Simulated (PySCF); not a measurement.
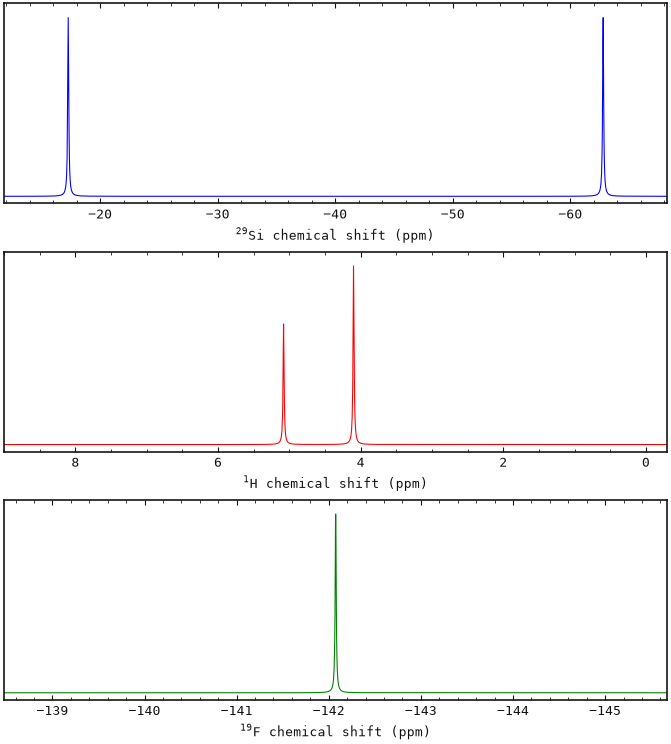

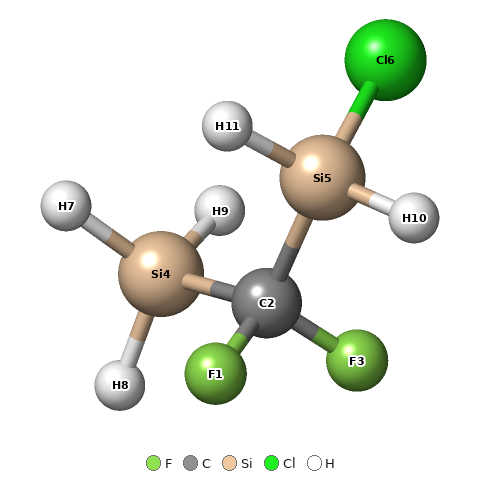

Spectrum and numbered structure of CH₅ClF₂Si₂, SMILES FC(F)([SiH3])[SiH2]Cl. GIAO shifts, PBE0/cc-pVTZ in PySCF 2.14.0, at a PBE0-D3(BJ)/def2-SVP geometry (no frequency check), against TMS for ²⁹Si, TMS for ¹H and CFCl₃ for ¹⁹F computed at the same level (¹⁹F: this reference is a hard case for the method, so all values can be off together by tens of ppm, and differences between signals are safer). Gas phase, fully decoupled, line heights follow the number of nuclei, widths are arbitrary (no quadrupolar broadening); values of one conformer, averaged over methyl-type rotors and exact or near symmetry; other conformers aren't averaged in.

Question: Assign the ²⁹Si signals to the numbered atoms.

Answer:
```
δ (ppm)  nuclei  atoms
  −17.3       1    Si5
  −62.8       1    Si4
```

Question: Assign the ¹H signals to the numbered atoms.

Answer:
```csv
δ (ppm),nuclei,atoms
5.08,2,"H10, H11"
4.10,3,"H7, H8, H9"
```

Question: Where does the ¹⁹F line lie?

Answer: At −142.1 ppm (F1 and F3).
